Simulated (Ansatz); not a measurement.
## Abstraction of Br: CH2Br2 + C2HF2 → CH2Br + C2HBrF2

Species: CH2Br2 (dibromomethane) `BrCBr`, singlet; C2HF2 `F/[C]=C\F`, doublet; CH2Br `[CH2]Br`, doublet; C2HBrF2 `F/C=C(\F)Br`, singlet. A radical takes Br: the energy is the difference in strength between two C–Br bonds in different surroundings.

Shapes, held fixed at every level: PBE0-D4/def2-TZVP. Programs: Ansatz 0.2.0. Electronic energies: no zero-point or thermal term.

```json
{"level": "HF/def2-TZVPP", "kind": "Hartree–Fock", "ΔE (kJ/mol)": "-44.3", "CPU time (sum over the molecules)": "–"}
{"level": "PBE-D4/def2-TZVPP", "kind": "GGA", "ΔE (kJ/mol)": "-61.5", "CPU time (sum over the molecules)": "23 s"}
{"level": "r2SCAN-D4/def2-TZVPP", "kind": "meta-GGA", "ΔE (kJ/mol)": "-65.3", "CPU time (sum over the molecules)": "49 s"}
{"level": "B3LYP-D4/def2-TZVPP", "kind": "global hybrid", "ΔE (kJ/mol)": "-61.5", "CPU time (sum over the molecules)": "36 s"}
{"level": "PBE0-D4/def2-TZVPP", "kind": "global hybrid", "ΔE (kJ/mol)": "-63.0", "CPU time (sum over the molecules)": "29 s"}
{"level": "wB97M-V/def2-TZVPP", "kind": "range-separated hybrid", "ΔE (kJ/mol)": "-64.9", "CPU time (sum over the molecules)": "96 s"}
{"level": "B2PLYP/def2-TZVPP", "kind": "double hybrid", "ΔE (kJ/mol)": "-62.6", "CPU time (sum over the molecules)": "47 s"}
```

B2PLYP/def2-TZVPP gives ΔE = -62.6 kJ/mol; the levels span -65.3 to -44.3. The median of the levels is -62.6. No measured value is set beside it here. Spin contamination: C2HF2 (⟨S²⟩ up to 0.94). Open shells run unrestricted. Relativity is left out for Br. Outer-core shells of Br are correlated, in sets that cover them unevenly. Times are processor times on shared x86 and Arm servers, and rough.

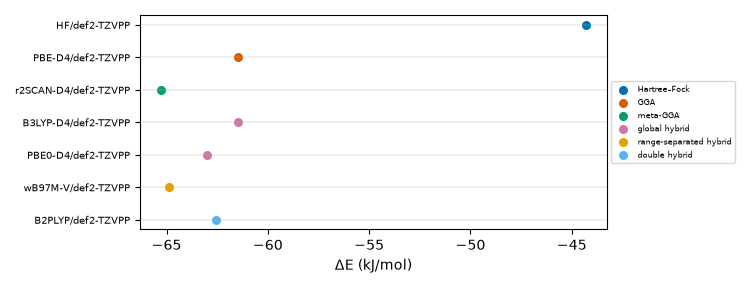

The values of the table, level by level.
